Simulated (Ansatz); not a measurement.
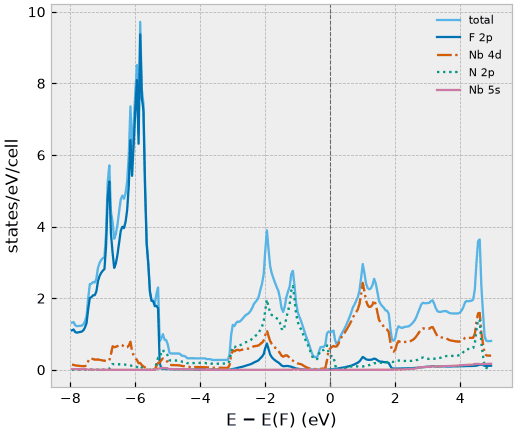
Figure: Total and projected density of states of NbNF2 in space group P4/mmm (No. 123; Nb on 1a, N on 1b, F on 2f), PBE (plane waves, PAW; program Ansatz)

Which orbitals carry the states next to the Fermi level?

Within 0.5 eV of the Fermi level: Nb 4d 57 %, N 2p 36 %. Projections are on Löwdin-orthogonalised atomic valence shells; empty p or d shells of many metals are not among them.

Where is the tallest occupied peak in this window, and what makes it?

Near -5.8 eV, about 9.7 states/eV per cell; the largest projected share is F 2p.

The start of the workflow was typed in or built on a structure type; neither database checked (COD, Materials Project) lists it. Its standing as an ambient phase is unchecked. The PBE relaxation kept the symmetry of its start; its stability against distortions is not shown here. Magnetic state: ferromagnetic, the only order run, not a proven ground state. The cell computed holds one magnetic atom, so no antiferromagnetic order was within reach. No Hubbard U is applied. Spin–orbit coupling is left out wherever it is not named.

Potentials: the later of the program's two PAW sets.
